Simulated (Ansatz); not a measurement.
**SiH2Cl (SMILES [SiH2]Cl): UB3LYP/STO-3G**

Aim: the energy change on altering one bond length of SiH2Cl at UB3LYP/STO-3G, from 2 runs. 

Program for the calculation: Ansatz 0.2.0.

52 further runs of the same task are left out: 52 set aside as unsound or not needed.

## 1. Starting point

SiH2Cl has 4 atoms, charge 0, and is taken as a doublet. As SMILES, `[SiH2]Cl`. The coordinates come from a GFN2-xTB relaxation.

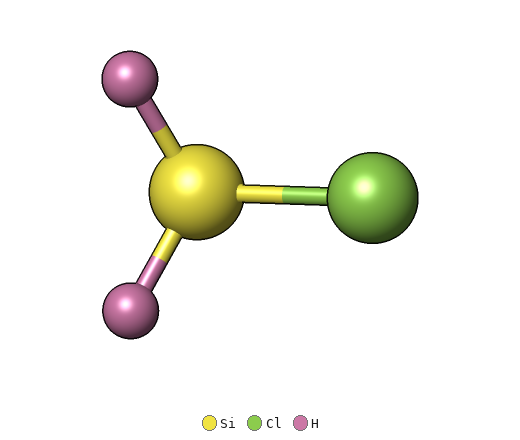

The structure, seen from a chosen angle (silicon yellow, chlorine green, hydrogen pink).

## 2. A single-point energy at UB3LYP/STO-3G

File job.yaml:

```yaml
crystal:
  periodic: [false, false, false]
  atoms:
    - {symbol: Si, position_ang: [-0.283580, 0.237700, 0.131590]}
    - {symbol: Cl, position_ang: [1.597690, -0.059610, 0.811090]}
    - {symbol: H, position_ang: [-1.065000, -0.978280, 0.263310]}
    - {symbol: H, position_ang: [-0.249110, 0.800200, -1.205980]}
basis:
  gaussian:
    orbitals: STO-3G
magnetization:
  spin_polarized: true
  initial_magnetization: 1
hamiltonian:
  xc: {name: B3LYP}
accuracy: high
```

Run with:

```console
$ ansatz run job.yaml --threads 1 --pin off --max-ram 2610MiB --events-out events.jsonl --progress --plain --runs-dir runs
```

The log of the run:

```text
Warning: RAYON_NUM_THREADS=1 ignored (pool sized by the plan → 1); use --threads N
Functional definition: B3LYP
  name "B3LYP"
  parameter a0 = 0.2
  parameter ax = 0.72
  parameter ac = 0.81
  exchange = (1 - a0 - ax)*slater_x + ax*b88_x + a0*exact_x
  correlation = (1 - ac)*vwn_rpa_c + ac*lyp_c
341 factors; integrals over basis functions are off by at most 3.1e-9 eV
mean field evaluation 1: about -20203.2060 eV, gradient 1.1e1 eV
mean field evaluation 2: about -20203.6502 eV, gradient 8.8e0 eV
mean field evaluation 4: about -20204.3277 eV, gradient 1.3e-1 eV
mean field evaluation 8: about -20204.3103 eV, gradient 6.7e-4 eV
mean field evaluation 16: about -20204.3103 eV, gradient 3.5e-8 eV
mean field -20204.31025666 eV, -742.4947069589 hartree, gradient 3.5e-8 eV, S^2 0.750402; 0 other end points of the search recorded, 0 dependent functions left out
reference -20204.31028191 eV, -742.4947078868 hartree; 17, 16 occupied and 3, 4 virtual orbitals, 341 factors
Total energy: -20204.31028191 eV, -742.4947078868 hartree
```

Wall time 1.6 s (1 thread of AMD EPYC 7R43 (Zen 3), shared host); peak memory 0.14 GiB.

## 3. The distorted shape

File molecule.yaml:

```yaml
crystal:
  periodic: [false, false, false]
  atoms:
    - symbol: Si
      position_ang: [-0.292197, 0.097077, 0.465979]
    - symbol: Cl
      position_ang: [1.589073, -0.200233, 1.145479]
    - symbol: H
      position_ang: [-1.073617, -1.118903, 0.597699]
    - symbol: H
      position_ang: [-0.249110, 0.800200, -1.205980]
basis:
  gaussian:
    orbitals: STO-3G
hamiltonian:
  xc: {name: B3LYP}
accuracy: high
magnetization:
  spin_polarized: true
  initial_magnetization: 1
```

Run with:

```console
$ ansatz run molecule.yaml --threads 1 --pin off --max-ram 2610MiB --events-out events.jsonl --progress --plain --runs-dir runs
```

The log of the run:

```text
Warning: RAYON_NUM_THREADS=1 ignored (pool sized by the plan → 1); use --threads N
Functional definition: B3LYP
  name "B3LYP"
  parameter a0 = 0.2
  parameter ax = 0.72
  parameter ac = 0.81
  exchange = (1 - a0 - ax)*slater_x + ax*b88_x + a0*exact_x
  correlation = (1 - ac)*vwn_rpa_c + ac*lyp_c
341 factors; integrals over basis functions are off by at most 3.6e-9 eV
mean field evaluation 1: about -20201.7043 eV, gradient 1.3e1 eV
mean field evaluation 2: about -20201.7855 eV, gradient 1.3e1 eV
mean field evaluation 4: about -20203.3500 eV, gradient 1.7e-1 eV
mean field evaluation 8: about -20203.3218 eV, gradient 5.9e-3 eV
mean field evaluation 16: about -20203.3218 eV, gradient 7.6e-7 eV
mean field -20203.32176136 eV, -742.4583804266 hartree, gradient 1.8e-8 eV, S^2 0.750947; 0 other end points of the search recorded, 0 dependent functions left out
reference -20203.32178724 eV, -742.4583813776 hartree; 17, 16 occupied and 3, 4 virtual orbitals, 341 factors
Total energy: -20203.32178724 eV, -742.4583813776 hartree
```

It took 1.8 s on 1 thread of AMD EPYC 7R43 (Zen 3), shared host; peak memory 0.14 GiB.

## 4. Outcome

At UB3LYP/STO-3G:

| quantity | value |
| --- | --- |
| first shape: total energy | -742.49471 Eh |
| first shape: ⟨S²⟩ | 0.750 |
| distorted shape: total energy | -742.45838 Eh |
| distorted shape: ⟨S²⟩ | 0.751 |
| energy change with the Si1–H4 bond stretched from 1.451 to 1.814 Å | 0.988 eV |

What this shows: With the Si1–H4 bond stretched from 1.451 to 1.814 Å the energy rises by 0.99 eV (95.4 kJ/mol). The first shape isn't relaxed at this level, so the change isn't measured from a minimum. The minimal basis adds a large error of its own.
